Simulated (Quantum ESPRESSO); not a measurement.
# Energy and gap at +3 % biaxial strain: H-SiSi-Cl chair, 1 layer

**Set-up.** Quantum ESPRESSO 7.5 driven by ASE, PBE, GBRV ultrasoft, ESM (bc1); atomic heights clamped; cell area 13.253 Å² at zero strain.

| strain (%) | energy (meV a cell) | gap on the mesh (eV) |
| --- | --- | --- |
| −3 | 67.67 | 1.881 |
| −1.5 | 16.42 | 1.896 |
| 0 | 0.00 | 1.833 |
| +1.5 | 13.97 | 1.734 |

One more run was made and is withheld. What are energy and gap at +3 %, and how stiff is the sheet?

**Worked estimate.** About zero, E'' = (16.42 + 13.97 − 2 × 0.00)/1.5² = 13.51 meV per %² and E' = (13.97 − 16.42)/3 = −0.82 meV per %. With E = A K ε², where K = (C11 + C22)/2 + C12 (C11 + C12 for a hexagonal sheet), K = 13.51 × 10/(2 × 13.253) × 16.02 = 82 N/m. The parabola gives E(+3 %) = 0.00 + 3 × (−0.82) + 4.5 × 13.51 = 58.3 meV. Continuing the last slope, the gap is 2 × 1.734 − 1.833 = 1.635 eV.

**The withheld run.** E = 54.4 meV and the gap 1.607 eV. The parabola misses by +3.9 meV, too high, since bonds soften under tension. The gap's line misses by +0.028 eV.

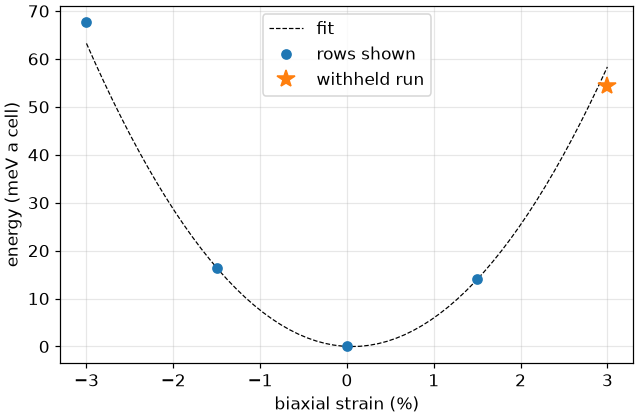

The rows shown, the fit and the withheld run.

Caveats: Clamped heights stiffen sheets with several planes. Semilocal gap, no spin-orbit coupling.
